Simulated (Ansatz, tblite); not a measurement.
# InH2Et (C2H7In): spin states and exact exchange

Aim: set other spin states of InH2Et (C2H7In) against its singlet, on many levels of theory.

Program: Ansatz 0.2.0, Gaussian basis. Level of theory: as each input shows. These are calculated values, not measurements.

The runs, in order: triplet, at the geometry of the singlet (GFN1-xTB, GFN2-xTB, PBE0-D4/def2-TZVP, PBE-D4/def2-TZVP, r2SCAN-D4/def2-TZVP); the singlet's energies come from earlier runs.

2 further runs of the same task are left out: 2 set aside as unsound or not needed.

## (1) The geometry

The geometry is that of the singlet, from an earlier relaxation (PBE-D4/def2-SVP).

10 atoms, charge 0, spin multiplicity 1.

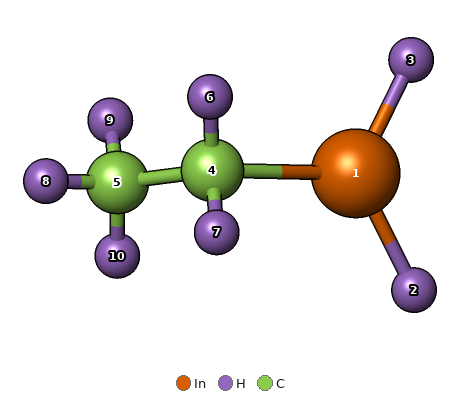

The geometry (indium orange, hydrogen purple, carbon green); atoms are numbered from 1 in the order of the file.

In takes a core potential in the def2 sets. No spin-orbit coupling is included.

## (2) Triplet at the fixed geometry, GFN1-xTB

Tight binding, by tblite at 300 K electronic temperature and without a spin-polarisation term:

```python
tblite.interface.Calculator('GFN1-xTB', numbers, positions, charge=0, uhf=2).singlepoint()
```

Energy -252.2477 eV; 0.003 s.

## (3) Triplet at the fixed geometry, GFN2-xTB

Tight binding, by tblite at 300 K electronic temperature and without a spin-polarisation term:

```python
tblite.interface.Calculator('GFN2-xTB', numbers, positions, charge=0, uhf=2).singlepoint()
```

Energy -240.8051 eV; 0.003 s.

## (4) Triplet at the fixed geometry, PBE0-D4/def2-TZVP

in.yaml

```yaml
crystal:
  periodic: [false, false, false]
  atoms:
    - {symbol: In, position_ang: [0.813681, 1.507852, 0.584736]}
    - {symbol: H, position_ang: [2.569943, 1.521507, 0.599071]}
    - {symbol: H, position_ang: [-0.039609, 3.041748, 0.529177]}
    - {symbol: C, position_ang: [-0.288160, -0.400250, 0.568236]}
    - {symbol: C, position_ang: [-0.474525, -0.963123, -0.848143]}
    - {symbol: H, position_ang: [-1.269404, -0.227984, 1.056813]}
    - {symbol: H, position_ang: [0.273779, -1.115396, 1.204414]}
    - {symbol: H, position_ang: [-1.027673, -1.928427, -0.836284]}
    - {symbol: H, position_ang: [-1.051936, -0.276390, -1.502827]}
    - {symbol: H, position_ang: [0.493914, -1.159526, -1.355213]}
basis:
  gaussian: {orbitals: def2-TZVP}
magnetization: {spin_polarized: true, initial_magnetization: 2}
hamiltonian: {xc: pbe0, dispersion: d4}
scf: {omitted_lower_state_checks: [starts]}
output: {orbitals: {seedname: orbitals}}
```

Run with:

```console
ansatz run in.yaml --threads 2 --pin off --events-out ev --progress --plain --max-ram 4352MiB
```

The program printed:

```text
Functional definition: PBE0
  name "PBE0"
  cite "Adamo & Barone, J. Chem. Phys. 110, 6158 (1999) doi:10.1063/1.478522"
  cite "Perdew, Burke & Ernzerhof, Phys. Rev. Lett. 77, 3865 (1996) doi:10.1103/PhysRevLett.77.3865"
  parent pbe
  parameter a = 0.25
  parameter kappa = 0.804
  parameter beta = 0.06672455060314922
  exchange = (1 - a)*pbe_x(kappa = kappa, mu = beta*pi^2/3) + a*exact_x
  correlation = pbe_c(beta = beta)
these checks for a lower state are left out or cut short: starts
1149 factors; their error is unknown
mean field evaluation 1: about -7343.6550 eV, gradient 4.6e1 eV
mean field evaluation 2: about -7303.8416 eV, gradient 8.5e1 eV
mean field evaluation 4: about -7354.5066 eV, gradient 4.2e0 eV
mean field evaluation 8: about -7354.6614 eV, gradient 1.7e0 eV
mean field evaluation 16: about -7355.2502 eV, gradient 1.7e-1 eV
mean field -7355.25056638 eV, -270.3004727465 hartree, gradient 4.1e-6 eV, S^2 2.004774; 0 other end points of the search recorded, 0 dependent functions left out
reference -7355.25062004 eV, -270.3004747184 hartree; 21, 19 occupied and 133, 135 virtual orbitals, 1149 factors
Total energy: -7355.38443511 eV, -270.3053923316 hartree
Checks for a lower state left out: starts
```

It took 5.5 s on 2 threads of Arm Neoverse V2, shared host.

Report: HOMO -3.37 eV, LUMO -5.68 eV (over both spins; with the spin held, an empty level of the minority spin lies below the top filled one); ⟨S²⟩ 2.005 (pure: 2.00).

## (5) Triplet at the fixed geometry, PBE-D4/def2-TZVP

start.molden holds the orbitals of an earlier run on this state, given as this run's starting guess.

in.yaml: that of step 4 with these lines changed.

```diff
@@ -14,5 +14,5 @@
 basis:
-  gaussian: {orbitals: def2-TZVP}
+  gaussian: {orbitals: def2-TZVP, initial_orbitals: start.molden}
 magnetization: {spin_polarized: true, initial_magnetization: 2}
-hamiltonian: {xc: pbe0, dispersion: d4}
+hamiltonian: {xc: pbe, dispersion: d4}
 scf: {omitted_lower_state_checks: [starts]}
```

Launched as before.

The program printed:

```text
Functional definition: PBE
  name "PBE"
  cite "Perdew, Burke & Ernzerhof, Phys. Rev. Lett. 77, 3865 (1996) doi:10.1103/PhysRevLett.77.3865"
  parent pbe
  parameter kappa = 0.804
  parameter beta = 0.06672455060314922
  exchange = pbe_x(kappa = kappa, mu = beta*pi^2/3)
  correlation = pbe_c(beta = beta)
these checks for a lower state are left out or cut short: starts
1056 factors; their error is unknown
mean field evaluation 1: about -7354.8638 eV, gradient 5.0e0 eV
mean field evaluation 2: about -7354.9629 eV, gradient 1.3e-1 eV
mean field evaluation 4: about -7354.9372 eV, gradient 2.0e-3 eV
mean field evaluation 8: about -7354.9372 eV, gradient 8.0e-5 eV
mean field -7354.93720171 eV, -270.2889568075 hartree, gradient 1.9e-5 eV, S^2 2.002848; 0 other end points of the search recorded, 0 dependent functions left out
reference -7354.93727302 eV, -270.2889594280 hartree; 21, 19 occupied and 133, 135 virtual orbitals, 1056 factors
Total energy: -7355.09605757 eV, -270.2947946525 hartree
Checks for a lower state left out: starts
```

It took 3.3 s on 2 threads of Arm Neoverse V2, shared host.

From the report: HOMO -2.68 eV, LUMO -6.52 eV (over both spins; with the spin held, an empty level of the minority spin lies below the top filled one); ⟨S²⟩ 2.003 (pure: 2.00).

## (6) Triplet at the fixed geometry, r2SCAN-D4/def2-TZVP

in.yaml: that of step 5 with these lines changed.

```diff
@@ -16,3 +16,3 @@
 magnetization: {spin_polarized: true, initial_magnetization: 2}
-hamiltonian: {xc: pbe, dispersion: d4}
+hamiltonian: {xc: r2scan, dispersion: d4}
 scf: {omitted_lower_state_checks: [starts]}
```

The command is unchanged.

The program printed:

```text
Functional definition: r2SCAN
  name "r2SCAN"
  cite "Furness, Kaplan, Ning, Perdew & Sun, J. Phys. Chem. Lett. 11, 8208 (2020) doi:10.1021/acs.jpclett.0c02405"
  cite "Furness, Kaplan, Ning, Perdew & Sun, J. Phys. Chem. Lett. 11, 9248 (2020) doi:10.1021/acs.jpclett.0c03077"
  parent r2scan
  parameter k0 = 0.174
  parameter k1 = 0.065
  parameter a1 = 4.9479
  exchange = r2scan_x(k0 = k0, k1 = k1, a1 = a1)
  correlation = r2scan_c
these checks for a lower state are left out or cut short: starts
1056 factors; their error is unknown
mean field evaluation 1: about -7358.7086 eV, gradient 3.2e0 eV
mean field evaluation 2: about -7358.7447 eV, gradient 4.2e-2 eV
mean field evaluation 4: about -7358.7213 eV, gradient 4.9e-4 eV
mean field evaluation 8: about -7358.7213 eV, gradient 2.4e-5 eV
mean field -7358.72132391 eV, -270.4280207331 hartree, gradient 2.0e-5 eV, S^2 2.007004; 0 other end points of the search recorded, 0 dependent functions left out
reference -7358.72135598 eV, -270.4280219117 hartree; 21, 19 occupied and 133, 135 virtual orbitals, 1056 factors
Total energy: -7358.75943064 eV, -270.4294211297 hartree
Checks for a lower state left out: starts
```

It took 7.5 s on 2 threads of Arm Neoverse V2, shared host.

From the report: HOMO -2.88 eV, LUMO -6.24 eV (over both spins; with the spin held, an empty level of the minority spin lies below the top filled one); ⟨S²⟩ 2.007 (pure: 2.00).

## (7) Triplet less singlet, vertical

The singlet's energies are those of its earlier runs, whose logs aren't repeated here.

| level | triplet less singlet, vertical (eV) | time |
| --- | --- | --- |
| GFN1-xTB | +5.960 | 0.024 s |
| GFN2-xTB | +4.155 | 0.005 s |
| PBE-D4/def2-TZVP | +3.688 | 4.9 s |
| r2SCAN-D4/def2-TZVP | +3.631 | 11 s |
| PBE0-D4/def2-TZVP | +3.850 | 8.5 s |

Times add the two runs; a level without a time comes out of a correlated run. Tight binding without a spin term can't rank spin states.

## (8) Summary of results

| quantity | value |
| --- | --- |
| triplet less singlet, vertical, functionals in def2-TZVP | +3.631 (r2SCAN-D4) to +3.850 eV (PBE0-D4) |

What this shows: All functionals put the triplet above the singlet, over a spread of 0.220 eV. The checks for a lower triplet were left out, so another state of that spin may lie lower. These are electronic energies, without zero-point motion, entropy or surroundings.
